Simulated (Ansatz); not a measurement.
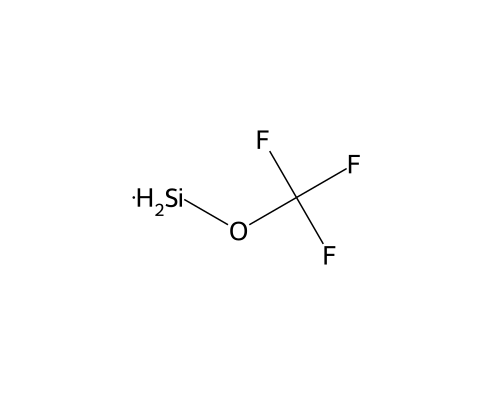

Structural formula above. The species is neutral and a spin doublet. Computed geometry: PBE-D4/def2-SVP optimisation. No frequency run is at hand to confirm it as a minimum.

Describe the 3D structure.

The molecule is CH2F3OSi. Its SMILES string is `FC(F)(F)O[SiH2]`. It has no ring. Among its groups: C–F bond, Si–H bond, Si–O bond. This geometry has C1 symmetry. It is an open-shell species. Coordination: 1 C tetrahedral; 1 O bent; 1 Si trigonal pyramidal.

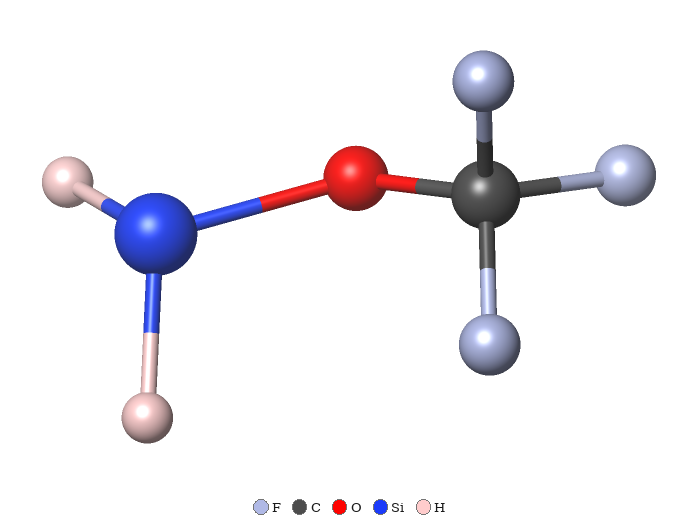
